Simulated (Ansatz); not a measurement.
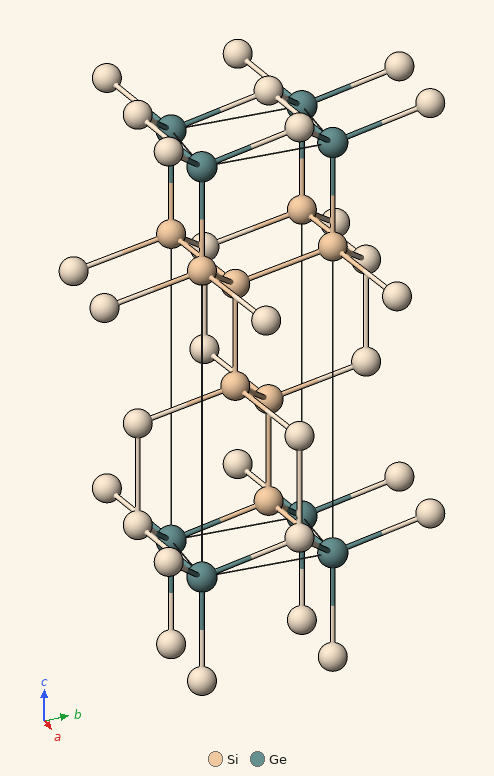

The figure gives a ball-and-stick picture of the atoms, viewed slightly off an axis. Atoms at the boundary of the conventional unit cell (the box) are drawn once for each face, edge or corner they touch. The first bonded neighbours in the surrounding cells are also shown, in fainter colours.

Si5Ge, space group P3m1 (No. 156), a = 3.873 Å, b = 3.873 Å, c = 9.485 Å, α = 90.00°, β = 90.00°, γ = 120.00°. The cell started as a structure type filled with these elements by a generator (whether the compound takes this form wasn't checked). Earlier steps of the study, as a rule a relaxation of our own, may have changed the cell and positions, so they can lie some per cent off the listed ones. Ansatz was used for an electronic-structure calculation on it.

This one geometry was computed with Ansatz (DFT, plane waves, PAW) at five levels of theory: HSE06, PBE with spin-orbit coupling, PBE0, r2SCAN and PBE. It was relaxed beforehand with r2SCAN.

> Which level gives the highest pressure at this volume, and what does that say about its equilibrium volume?

Highest: PBE with spin-orbit coupling (1.7 GPa) and PBE (1.7 GPa), which points to the largest equilibrium volume. Lowest, with the smallest volume: HSE06 (0.0 GPa), PBE0 (-0.2 GPa) and r2SCAN (0.0 GPa). Levels within 0.5 GPa of each other can't be told apart.

> How does the band gap change with the level of theory?

PBE with spin-orbit coupling: a gap of 0.50 eV, indirect; PBE: a gap of 0.58 eV, indirect; r2SCAN: a gap of 0.73 eV, indirect; HSE06: a gap of 1.09 eV, indirect; PBE0: a gap of 1.72 eV, indirect.

> Collect the results in a table.

| level | cutoff (eV) | k-mesh of the run's cell | gap (eV) | pressure (GPa) |
| --- | --- | --- | --- | --- |
| HSE06 | 420 | 6×6×2 | 1.09 | 0.0 |
| PBE with spin-orbit coupling | 420 | 12×12×4 | 0.50 | 1.7 |
| PBE0 | 420 | 6×6×2 | 1.72 | -0.2 |
| r2SCAN | 500 | 12×12×4 | 0.73 | 0.0 |
| PBE | 420 | 12×12×4 | 0.58 | 1.7 |

Gaps are taken on the k-mesh or band path of each run.
